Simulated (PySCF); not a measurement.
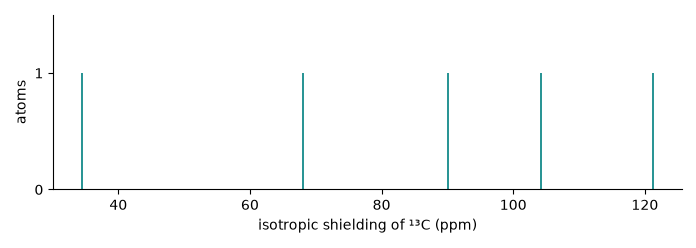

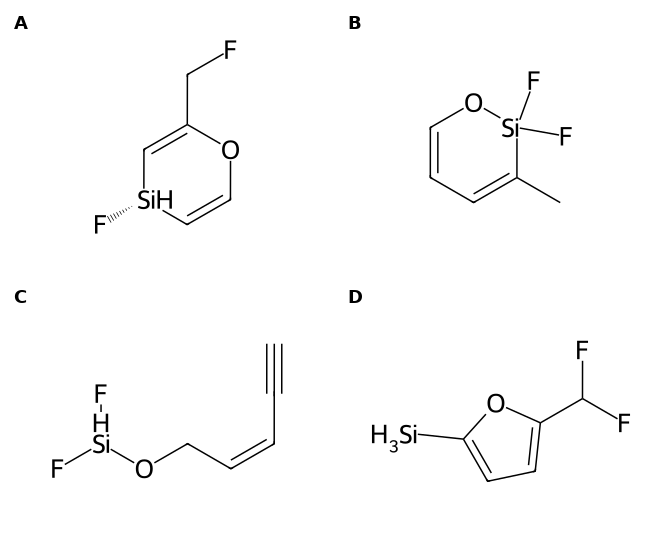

The sticks are computed shieldings of one of the molecules, for one fixed geometry (GFN2-xTB) without averaging over rotations. Low shielding means a high chemical shift. Method: GIAO PBE0/pcSseg-1 NMR shielding, non-relativistic, gas phase (PySCF 2.14.0).

### Which molecule gives this pattern?

C, `C#C/C=C\CO[SiH](F)F`. Its 5 C atoms give lines at 34.4, 68.1, 90.1, 104.2, 121.3 ppm.

The geometry is semi-empirical. Around Si such bond lengths and angles can be off by a tenth of an ångström or more and by several degrees, and values that hang on the shape move with them.
